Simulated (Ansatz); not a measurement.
# SiH4− (doublet): the correlation ladder at a displaced geometry (v1), aug-cc-pVDZ

Aim: climb from Hartree-Fock through coupled cluster for SiH4− (doublet) at one geometry and basis, and see what each rung misses.

The runs use Ansatz 0.2.0, Gaussian basis; aug-cc-pVDZ, core rule «outside noble gas», up to 5 orbitals frozen.

Plan: UHF; CCSD(T) on ROHF; CCSD(T) on UHF; BCCD(T) on ROHF; CISD; CCSDT(Q) on ROHF; CCSDT(Q) on UHF.

28 further runs of the same task are left out: 11 for a known fault of the program, 6 that didn't finish, 11 set aside as unsound or not needed.

### 1 What is computed

The geometry is a PBE0/def2-TZVPD stationary point (not a proven minimum) with its atoms shifted at random (size 0.040 Å).

5 atoms, charge -1, spin multiplicity 2.

Atoms are counted from 1 here; the program's logs count them from 0.

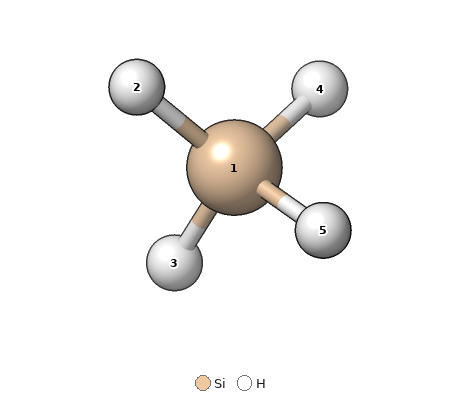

The structure; silicon light orange, hydrogen white; atoms are numbered from 1 in the order of the file.

In the tables R marks a restricted open-shell determinant and U an unrestricted one; energies count from the table's Hartree-Fock row.

### 2 UHF

The input, in.yaml:

```yaml
crystal:
  periodic: [false, false, false]
  atoms:
    - {symbol: Si, position_ang: [0.003370, -0.000123, 0.005157]}
    - {symbol: H, position_ang: [0.867210, 0.851858, 0.863459]}
    - {symbol: H, position_ang: [-0.819473, -0.823857, 0.816766]}
    - {symbol: H, position_ang: [-0.917132, 0.846945, -0.889482]}
    - {symbol: H, position_ang: [0.775497, -0.871526, -0.934450]}
basis:
  gaussian: {orbitals: aug-cc-pVDZ}
total_charge: -1
magnetization: {spin_polarized: true, initial_magnetization: 1}
hamiltonian: {xc: hf}
output: {orbitals: {seedname: orbitals}}
```

Launch:

```bash
$ ansatz run in.yaml --threads 1 --pin off --events-out ev --progress --plain --max-ram 2393MiB
```

Output:

```text
Functional definition: HF
  name "HF"
  cite "Fock, Z. Phys. 61, 126 (1930) doi:10.1007/BF01340294"
  parent pbe
  exchange = exact_x
  correlation = 0
696 factors; their error is unknown
mean field evaluation 1: about -7922.1846 eV, gradient 1.1e1 eV
mean field evaluation 2: about -7923.6199 eV, gradient 2.9e0 eV
mean field evaluation 4: about -7923.7418 eV, gradient 1.6e-1 eV
mean field evaluation 8: about -7924.0375 eV, gradient 5.6e-3 eV
mean field evaluation 16: about -7923.6995 eV, gradient 1.9e0 eV
mean field evaluation 32: about -7923.9557 eV, gradient 4.4e-1 eV
mean field evaluation 64: about -7921.3799 eV, gradient 7.8e0 eV
mean field evaluation 96: about -7923.6175 eV, gradient 8.5e-1 eV
mean field -7924.03754768 eV, -291.2030087718 hartree, gradient 1.2e-5 eV, S^2 0.750437; 2 other end points of the search recorded, 0 dependent functions left out
reference -7924.03754768 eV, -291.2030087718 hartree; 10, 9 occupied and 53, 54 virtual orbitals, 696 factors
Total energy: -7924.03754768 eV, -291.2030087718 hartree
```

It took 0.72 s on 1 thread of Arm Neoverse V2, shared host.

From the report: ⟨S²⟩ of the determinant 0.750 (pure doublet: 0.75).

### 3 CCSD(T) on ROHF

in.yaml, as its differences from that of step 2:

```diff
@@ -11,4 +11,4 @@
 total_charge: -1
-magnetization: {spin_polarized: true, initial_magnetization: 1}
-hamiltonian: {xc: hf}
-output: {orbitals: {seedname: orbitals}}
+magnetization: {spin_polarized: false, initial_magnetization: 1}
+correlation: {method: ccsd_t, electrons: outside_noble_gas}
+output: {forces: true}
```

Launched as before.

Output, shortened:

```text
Functional definition: HF
  name "HF"
  cite "Fock, Z. Phys. 61, 126 (1930) doi:10.1007/BF01340294"
  parent pbe
[...]
612 factors; integrals over basis functions are off by at most 6.2e-4 eV
[...]
mean field -7924.03547747 eV, -291.2029326928 hartree, gradient 1.4e-6 eV, S^2 0.750000; 15 other end points of the search recorded, 0 dependent functions left out
[...]
determinant -7924.03547747 eV, -291.2029326928 hartree, with singles and doubles -7928.43228059 eV, -291.3645122274 hartree
determinant -7923.42427006 eV, -291.1804712347 hartree, with singles and doubles -7927.77163227 eV, -291.3402338495 hartree
determinant -7923.40561295 eV, -291.1797855988 hartree, with singles and doubles -7927.76121493 eV, -291.3398510192 hartree
determinant -7923.38283941 eV, -291.1789486867 hartree, with singles and doubles -7927.73475619 eV, -291.3388786782 hartree
[...]
reference -7924.03547747 eV, -291.2029326928 hartree; 5, 4 occupied and 53, 54 virtual orbitals, 612 factors
second order -3.48616941 eV of doubles, -0.00135722 eV of singles
cycle   1  -4.37149982 eV  change   -1.6e-1 eV  update   2.9e-2
[...]
cycle  16  -4.38625183 eV  change    1.5e-9 eV  update   1.8e-7
perturbative correction -0.10132530 eV, -0.0037236361 hartree
[...]
Total energy: -7928.52305460 eV, -291.3678481105 hartree
Atom 0 at     0.003370    -0.000123     0.005157 Å, force     0.142894     0.965618    -1.474496 eV/Å
Atom 1 at     0.867210     0.851858     0.863459 Å, force     0.193787     0.140050     0.029311 eV/Å
Atom 2 at    -0.819473    -0.823857     0.816766 Å, force    -0.920247    -0.947138     0.992743 eV/Å
Atom 3 at    -0.917132     0.846945    -0.889482 Å, force     0.348241    -0.138921     0.396430 eV/Å
Atom 4 at     0.775497    -0.871526    -0.934450 Å, force     0.235325    -0.019609     0.056013 eV/Å
Dipole moment:    -0.044733     0.024626    -0.101006 e Å
```

It took 10 s on 1 thread of Arm Neoverse V2, shared host; peak memory 0.3 GiB.

From the report: correlation -4.4876 eV; T1 0.021; largest double amplitude 0.03.

### 4 CCSD(T) on UHF

in.yaml, as its differences from that of step 3:

```diff
@@ -11,3 +11,3 @@
 total_charge: -1
-magnetization: {spin_polarized: false, initial_magnetization: 1}
+magnetization: {spin_polarized: true, initial_magnetization: 1}
 correlation: {method: ccsd_t, electrons: outside_noble_gas}
```

Launched as before.

Output, shortened:

```text
Functional definition: HF
  name "HF"
  cite "Fock, Z. Phys. 61, 126 (1930) doi:10.1007/BF01340294"
  parent pbe
[...]
612 factors; integrals over basis functions are off by at most 6.2e-4 eV
[...]
mean field -7924.03765282 eV, -291.2030126355 hartree, gradient 2.6e-6 eV, S^2 0.750437; 10 other end points of the search recorded, 0 dependent functions left out
determinant -7924.03765282 eV, -291.2030126355 hartree, with singles and doubles -7928.43346866 eV, -291.3645558882 hartree
determinant -7923.42589979 eV, -291.1805311262 hartree, with singles and doubles -7927.77216173 eV, -291.3402533066 hartree
5 core orbitals not correlated: weight in the atoms' cores, before any rotation towards them, 1.000 or more for the frozen orbitals, at most 0.000 for the correlated occupied ones
reference -7924.03765282 eV, -291.2030126355 hartree; 5, 4 occupied and 53, 54 virtual orbitals, 612 factors
second order -3.48653569 eV of doubles, -0.00000000 eV of singles
cycle   1  -4.36976014 eV  change   -1.5e-1 eV  update   2.9e-2
[...]
cycle  16  -4.38413657 eV  change   -1.5e-8 eV  update   1.9e-7
perturbative correction -0.10130861 eV, -0.0037230229 hartree
[...]
Total energy: -7928.52309800 eV, -291.3678497057 hartree
Atom 0 at     0.003370    -0.000123     0.005157 Å, force     0.142898     0.965607    -1.474478 eV/Å
Atom 1 at     0.867210     0.851858     0.863459 Å, force     0.193830     0.140090     0.029361 eV/Å
Atom 2 at    -0.819473    -0.823857     0.816766 Å, force    -0.920271    -0.947163     0.992766 eV/Å
Atom 3 at    -0.917132     0.846945    -0.889482 Å, force     0.348186    -0.138880     0.396381 eV/Å
Atom 4 at     0.775497    -0.871526    -0.934450 Å, force     0.235357    -0.019654     0.055971 eV/Å
Dipole moment:    -0.044734     0.024630    -0.101013 e Å
```

Wall time 8.5 s (1 thread of Arm Neoverse V2, shared host); peak memory 0.3 GiB.

From the report: ⟨S²⟩ of the determinant 0.750 (pure doublet: 0.75); correlation -4.4854 eV; T1 0.020; largest double amplitude 0.03.

### 5 BCCD(T) on ROHF

in.yaml, as its differences from that of step 4:

```diff
@@ -11,4 +11,3 @@
 total_charge: -1
-magnetization: {spin_polarized: true, initial_magnetization: 1}
-correlation: {method: ccsd_t, electrons: outside_noble_gas}
-output: {forces: true}
+magnetization: {spin_polarized: false, initial_magnetization: 1}
+correlation: {method: bccd_t, electrons: outside_noble_gas}
```

Same command.

Output, shortened:

```text
Functional definition: HF
  name "HF"
  cite "Fock, Z. Phys. 61, 126 (1930) doi:10.1007/BF01340294"
  parent pbe
[...]
612 factors; integrals over basis functions are off by at most 6.2e-4 eV
[...]
mean field -7924.03547747 eV, -291.2029326928 hartree, gradient 1.4e-6 eV, S^2 0.750000; 15 other end points of the search recorded, 0 dependent functions left out
[...]
determinant -7924.03547747 eV, -291.2029326928 hartree, with singles and doubles -7928.43228059 eV, -291.3645122274 hartree
determinant -7923.42427006 eV, -291.1804712347 hartree, with singles and doubles -7927.77163227 eV, -291.3402338495 hartree
determinant -7923.40561295 eV, -291.1797855988 hartree, with singles and doubles -7927.76121493 eV, -291.3398510192 hartree
determinant -7923.38283941 eV, -291.1789486867 hartree, with singles and doubles -7927.73475619 eV, -291.3388786782 hartree
determinant -7922.61629881 eV, -291.1507788390 hartree, with singles and doubles -7926.98387752 eV, -291.3112843960 hartree
5 core orbitals not correlated: weight in the atoms' cores, before any rotation towards them, 1.000 or more for the frozen orbitals, at most 0.000 for the correlated occupied ones
reference -7924.03547747 eV, -291.2029326928 hartree; 5, 4 occupied and 53, 54 virtual orbitals, 612 factors
second order -3.48616941 eV of doubles, -0.00135722 eV of singles
cycle   1  -4.37307843 eV  change   -1.6e-1 eV  update   3.0e-2
[...]
cycle  11  -4.38125134 eV  change   -3.1e-6 eV  update   8.6e-6
perturbative correction -0.10691289 eV, -0.0039289764 hartree
Total energy: -7928.52364171 eV, -291.3678696863 hartree
```

Run time: 5.5 s. Hardware: 1 thread of Arm Neoverse V2, shared host; peak memory 0.27 GiB.

From the report: correlation -4.4882 eV; largest double amplitude 0.03.

### 6 CISD

in.yaml, as its differences from that of step 5:

```diff
@@ -12,2 +12,2 @@
 magnetization: {spin_polarized: false, initial_magnetization: 1}
-correlation: {method: bccd_t, electrons: outside_noble_gas}
+correlation: {active_space: {ras: {orbitals: [4, 1, 53], electrons: 9, max_holes: 2, max_particles: 2}, fixed_orbitals: true}}
```

Same command.

Output:

```text
Functional definition: HF
  name "HF"
  cite "Fock, Z. Phys. 61, 126 (1930) doi:10.1007/BF01340294"
  parent pbe
  exchange = exact_x
  correlation = 0
612 factors; integrals over basis functions are off by at most 6.2e-4 eV
mean field evaluation 1: about -7922.4990 eV, gradient 1.6e1 eV
mean field evaluation 2: about -7922.4994 eV, gradient 1.6e1 eV
mean field evaluation 4: about -7924.0231 eV, gradient 1.2e0 eV
mean field evaluation 8: about -7924.0355 eV, gradient 4.0e-3 eV
mean field evaluation 16: about -7923.7053 eV, gradient 2.3e0 eV
mean field evaluation 32: about -7923.9332 eV, gradient 3.6e0 eV
mean field -7924.03547747 eV, -291.2029326928 hartree, gradient 1.4e-6 eV, S^2 0.750000; 11 other end points of the search recorded, 0 dependent functions left out
reference -7924.03547747 eV, -291.2029326928 hartree; 10, 9 occupied and 53, 54 virtual orbitals, 612 factors
state -7928.17030658 eV, -291.3548848598 hartree
Total energy: -7928.17030658 eV, -291.3548848598 hartree
```

It took 4.9 s on 1 thread of Arm Neoverse V2, shared host.

From the report: 118,990 determinants.

### 7 CCSDT(Q) on ROHF

in.yaml, as its differences from that of step 6:

```diff
@@ -12,2 +12,2 @@
 magnetization: {spin_polarized: false, initial_magnetization: 1}
-correlation: {active_space: {ras: {orbitals: [4, 1, 53], electrons: 9, max_holes: 2, max_particles: 2}, fixed_orbitals: true}}
+correlation: {method: ccsdt_q, electrons: outside_noble_gas}
```

Same command.

Output, shortened:

```text
Functional definition: HF
  name "HF"
  cite "Fock, Z. Phys. 61, 126 (1930) doi:10.1007/BF01340294"
  parent pbe
[...]
1084 factors; integrals over basis functions are off by at most 1.2e-7 eV
[...]
a density is far from that of the atoms, so the factors are made again for it
1126 factors; integrals over basis functions are off by at most 1.2e-7 eV
[...]
mean field -7924.03549898 eV, -291.2029334835 hartree, gradient 1.6e-6 eV, S^2 0.750000; 16 other end points of the search recorded, 0 dependent functions left out
[...]
determinant -7924.03549898 eV, -291.2029334835 hartree, with singles and doubles -7928.43229577 eV, -291.3645127852 hartree
determinant -7923.42429171 eV, -291.1804720305 hartree, with singles and doubles -7927.77164666 eV, -291.3402343783 hartree
determinant -7923.40563462 eV, -291.1797863949 hartree, with singles and doubles -7927.76122965 eV, -291.3398515602 hartree
determinant -7923.38286095 eV, -291.1789494782 hartree, with singles and doubles -7927.73476974 eV, -291.3388791764 hartree
determinant -7922.61632073 eV, -291.1507796447 hartree, with singles and doubles -7926.98389582 eV, -291.3112850687 hartree
5 core orbitals not correlated: weight in the atoms' cores, before any rotation towards them, 1.000 or more for the frozen orbitals, at most 0.000 for the correlated occupied ones
reference -7924.03549898 eV, -291.2029334835 hartree; 5, 4 occupied and 53, 54 virtual orbitals, 1126 factors
second order -3.48617797 eV of doubles, -0.00135722 eV of singles
cycle   1  -4.14181731 eV  change   -6.5e-1 eV  update   7.2e-2
[...]
cycle  18  -4.51084109 eV  change   -1.1e-8 eV  update   2.8e-7
perturbative correction -0.00259565 eV, -0.0000953885 hartree
Total energy: -7928.54893573 eV, -291.3687992245 hartree
```

Wall time 2.2 min (1 thread of Arm Neoverse V2, shared host); peak memory 0.8 GiB.

From the report: correlation -4.5134 eV; T1 0.022; largest double amplitude 0.03.

### 8 CCSDT(Q) on UHF

in.yaml, as its differences from that of step 7:

```diff
@@ -11,3 +11,3 @@
 total_charge: -1
-magnetization: {spin_polarized: false, initial_magnetization: 1}
+magnetization: {spin_polarized: true, initial_magnetization: 1}
 correlation: {method: ccsdt_q, electrons: outside_noble_gas}
```

Same command.

Output, shortened:

```text
Functional definition: HF
  name "HF"
  cite "Fock, Z. Phys. 61, 126 (1930) doi:10.1007/BF01340294"
  parent pbe
[...]
1084 factors; integrals over basis functions are off by at most 1.2e-7 eV
[...]
a density is far from that of the atoms, so the factors are made again for it
1126 factors; integrals over basis functions are off by at most 1.2e-7 eV
[...]
mean field -7924.03767434 eV, -291.2030134264 hartree, gradient 2.7e-6 eV, S^2 0.750437; 11 other end points of the search recorded, 0 dependent functions left out
determinant -7924.03767434 eV, -291.2030134264 hartree, with singles and doubles -7928.43348350 eV, -291.3645564333 hartree
determinant -7923.42592178 eV, -291.1805319344 hartree, with singles and doubles -7927.77217284 eV, -291.3402537150 hartree
5 core orbitals not correlated: weight in the atoms' cores, before any rotation towards them, 1.000 or more for the frozen orbitals, at most 0.000 for the correlated occupied ones
reference -7924.03767434 eV, -291.2030134264 hartree; 5, 4 occupied and 53, 54 virtual orbitals, 1126 factors
second order -3.48654425 eV of doubles, -0.00000000 eV of singles
cycle   1  -4.14042845 eV  change   -6.5e-1 eV  update   7.1e-2
[...]
cycle  18  -4.50866936 eV  change   -2.0e-8 eV  update   2.8e-7
perturbative correction -0.00281552 eV, -0.0001034685 hartree
Total energy: -7928.54915922 eV, -291.3688074377 hartree
```

Run time: 2 min. Hardware: 1 thread of Arm Neoverse V2, shared host; peak memory 0.78 GiB.

From the report: ⟨S²⟩ of the determinant 0.750 (pure doublet: 0.75); correlation -4.5115 eV; T1 0.021; largest double amplitude 0.03.

### 9 Misses and costs

The yardstick is UCCSDT(Q), where the cluster series has nearly closed. Rows without a time come out of other runs: HF, MP2 and CCSD of CCSD(T), CCSDT of CCSDT(Q). The times of RCCSD(T), UCCSD(T) include forces.

| method | energy from the lowest RHF (meV) | from UCCSDT(Q) (meV) | time |
| --- | --- | --- | --- |
| RHF | 0.0 | +4513.7 |  |
| UHF | -2.2 | +4511.5 |  |
| RMP2 | -3487.5 | +1026.2 |  |
| UMP2 | -3488.7 | +1025.0 |  |
| CISD | -4134.8 | +378.9 | 4.9 s |
| RCCSD | -4386.3 | +127.4 |  |
| UCCSD | -4386.3 | +127.4 |  |
| RCCSD(T) | -4487.6 | +26.1 | 10 s |
| UCCSD(T) | -4487.6 | +26.1 | 8.5 s |
| BCCD(T) | -4488.2 | +25.5 | 5.5 s |
| RCCSDT | -4510.9 | +2.8 |  |
| UCCSDT | -4510.9 | +2.8 |  |
| RCCSDT(Q) | -4513.5 | +0.2 | 2.2 min |
| UCCSDT(Q) | -4513.7 | 0 | 2 min |

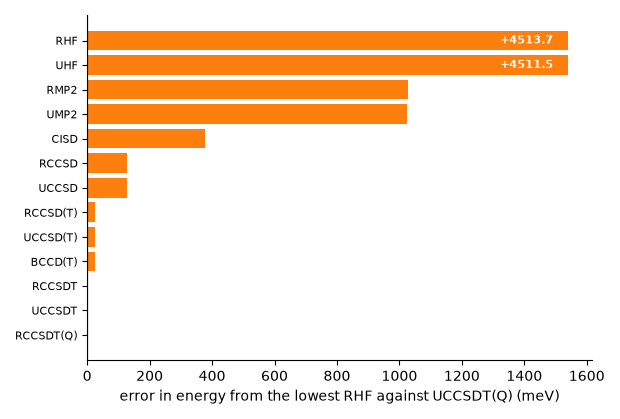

Error of each method against UCCSDT(Q). Bars with a number in them are cut short.

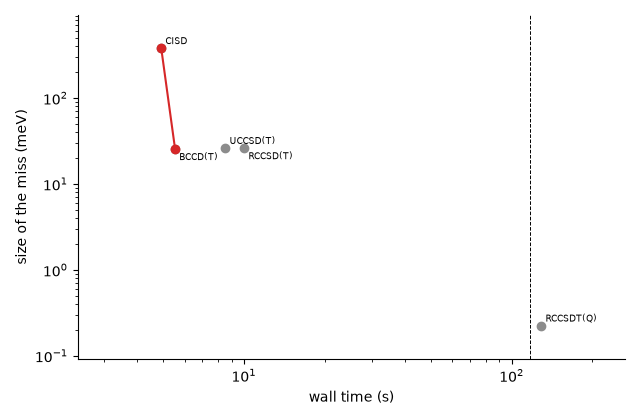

Accuracy for the time spent; red marks the levels that beat every quicker one drawn (of those quicker than the yardstick), and the dashed line is the time of UCCSDT(Q). Times are from a shared host.

### 10 Outcome

| quantity | value |
| --- | --- |
| UCCSDT(Q) below the RHF energy | -4.5137 eV |
| RMP2 from UCCSDT(Q) | +1026.2 meV |
| UMP2 from UCCSDT(Q) | +1025.0 meV |
| RCCSD from UCCSDT(Q) | +127.4 meV |
| RCCSD(T) from UCCSDT(Q) | +26.1 meV |
| UCCSD(T) from UCCSDT(Q) | +26.1 meV |
| RCCSDT(Q) from UCCSDT(Q) | +0.2 meV |
| levels within 1 kcal/mol (43 meV) | RCCSD(T), UCCSD(T), BCCD(T), RCCSDT, UCCSDT, RCCSDT(Q) |
| T1 diagnostic | 0.021 |

RCCSD(T) misses by +26.1 meV, 0.6 % of the correlation energy. These misses are within one basis, not against nature; the frozen cores of restricted and unrestricted runs differ, which can shift their rows. The highest orbital lies above zero: the basis alone holds the extra electron.

BCCD(T) reaches 25.5 meV from the reference in 5.5 s, where UCCSDT(Q) took 2 min; the quickest level in the cost chart, CISD, takes 4.9 s and misses by 378.9 meV.
